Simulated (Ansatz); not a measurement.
ClFH3O3Ta···HF

Input

```
crystal:
  periodic: [false, false, false]
  atoms:
    - { symbol: Ta, position_ang: [0.0, 0.0, 0.0] }
    - { symbol: Cl, position_ang: [2.82, 0.0, 0.0] }
    - { symbol: O, position_ang: [0.0, 0.0, 2.02] }
    - { symbol: H, position_ang: [-0.2547, -0.9174, 2.3571] }
    - { symbol: O, position_ang: [0.0, 0.0, -2.02] }
    - { symbol: H, position_ang: [-0.6343, -0.71, -2.3571] }
    - { symbol: F, position_ang: [-0.965, 1.6714, 0.0] }
    - { symbol: O, position_ang: [-1.01, -1.7493, 0.0] }
    - { symbol: H, position_ang: [-1.6563, -1.7655, 0.776] }
    - { symbol: F, position_ang: [0.7032, 1.7429, 1.2003] }
    - { symbol: H, position_ang: [1.9024, 1.2768, 0.8793] }
basis:
  gaussian: { orbitals: def2-SVP }
hamiltonian:
  xc: pbe
  dispersion: d4
relax:
  f_tol: 0.15
  max_steps: 25
  restrain:
    - { distance: [0, 9], at: 3.13, k: 30.0 }
    - { distance: [10, 1], at: 2.57, k: 30.0 }
    - { distance: [0, 1], at: 2.47, k: 30.0 }
    - { distance: [10, 9], at: 0.92, k: 30.0 }
output:
  orbitals: {}
```

Command:

```sh
ansatz run input.yaml --threads 4 --pin off --max-ram 5120MiB --backend cpu --events-out ev --progress --plain --runs-dir out
```

The fields are those of the run's last geometry, not of the input's.

Core potentials replace the inner electrons of Ta; not at a stationary point (largest force 0.6 eV/Å).

All numbers below come from Ansatz 0.2.0, RKS PBE-D4/def2-SVP.

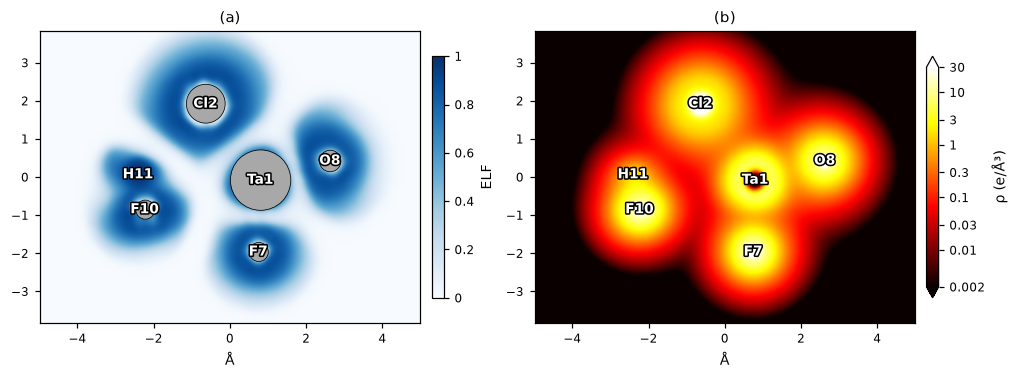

Figure 1. (a) electron localisation function; (b) electron density on the plane of atoms F7, Ta1 and O8. Grey discs cover the atomic cores in the ELF map.

What does the map show?

The section cuts through Ta, Cl, F, O and H sites. Ta1···F10 (3.12 Å): the density falls to about 0.05 e/Å³ on the way; the ELF dips to about 0 between them. Ta–F (1.89 Å): ρ at the midpoint is about 0.98 e/Å³; the ELF peaks at about 0.85 in the valence shell of F, 0.5 Å from its nucleus, and drops to about 0.20 between the two atoms. Ta–O (1.89 Å): ρ at the midpoint is about 1.1 e/Å³; the ELF peaks at about 0.85 in the valence shell of O, 0.5 Å from its nucleus, and drops to about 0.25 between the two atoms. Ta–Cl (2.47 Å): ρ is about 0.48 e/Å³ halfway; the ELF peaks at about 0.85 in the valence shell of Cl, 0.9 Å from its nucleus, and is about 0.40 at the midpoint. F–H (0.93 Å): ρ is about 4.5 e/Å³ halfway; the ELF climbs to about 1 towards the hydrogen, as it does in any bond to H (an ordinary covalent bond to hydrogen). The ELF also peaks beside F10, away from the bonds: lone-pair regions.

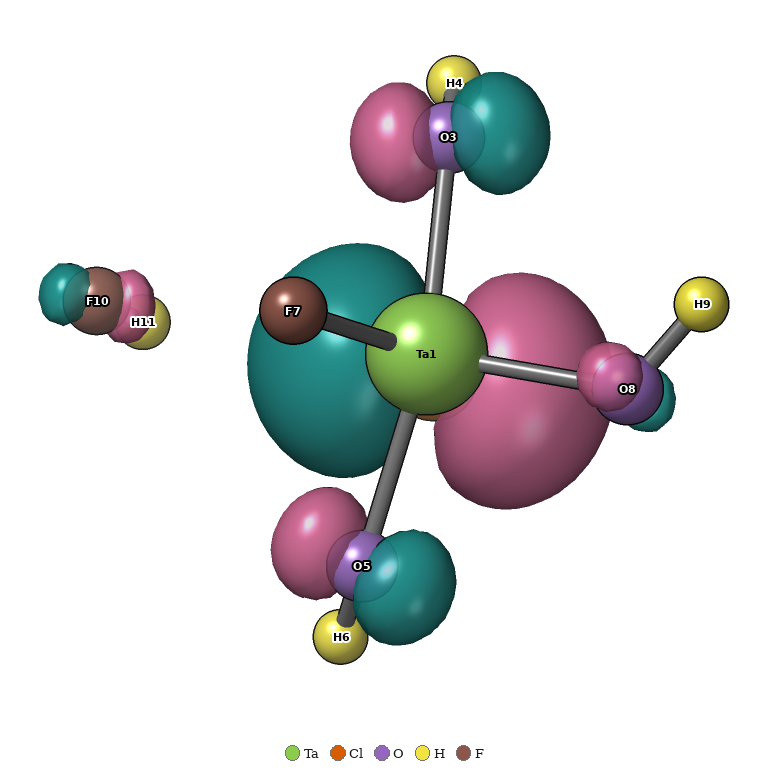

Figure 2. The HOMO−1 at ±0.15 Å⁻³ᐟ² (teal and pink are the two phases), seen at a tilt.

Describe this orbital and give its energy.

It lies mainly on Cl2 (about 70 %), O3 (about 10 %) and O5 (about 10 %); largely a lone pair of Cl2. Its energy is −7.45 eV.
